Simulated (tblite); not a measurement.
# CH12AsNSi3: the cost of one run

Computed with tblite 0.8.0 and PySCF 2.14.0, with density-fitted response routines of our own, on a single molecule in the gas phase. Atoms count from 0, in the outputs and in this text.

### Step 1. The starting structure

18 atoms, charge 0, multiplicity 1; geometry from: force field or distance geometry start.

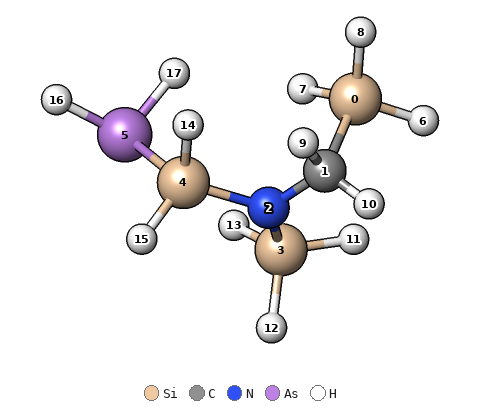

As it starts; silicon light orange, carbon grey, nitrogen blue, arsenic purple, hydrogen white, atoms numbered; sticks join atoms by distance.

### Step 2. Geometry optimisation with GFN2-xTB

The job: settings as JSON, then the geometry in Å.

```
{"job": {"kind": "relax", "xc": "GFN2-xTB", "basis": "xTB"}, "charge": 0, "multiplicity": 1}
Si     1.816500    -0.919800    -0.754600
C      0.813700    -1.128000     0.813300
N     -0.446700    -0.529900     0.678700
Si    -1.517800    -1.083000    -0.588300
Si    -0.646000     1.098700     1.262500
As    -1.042600     2.578600    -0.520200
H      1.884800    -2.230400    -1.394400
H      1.147800     0.079300    -1.629700
H      3.164000    -0.401900    -0.411700
H      1.372300    -0.540000     1.601100
H      0.805800    -2.182100     1.169700
H     -0.885600    -2.166600    -1.358700
H     -2.776500    -1.665400    -0.013300
H     -1.906600    -0.040000    -1.539500
H      0.625800     1.533700     1.857600
H     -1.692800     1.233900     2.272000
H     -0.904300     4.016800     0.044900
H      0.179500     2.352500    -1.501200
```

Run with:

```
$ OMP_NUM_THREADS=1 python probes_run.py task.json out
```

One launch serves the whole session: the jobs run in the order shown.

Q: Estimate the wall time and peak memory of this first job on 1 thread of Arm Neoverse V2, shared host.

About 2.1 s, with a peak of 0.18 GiB.
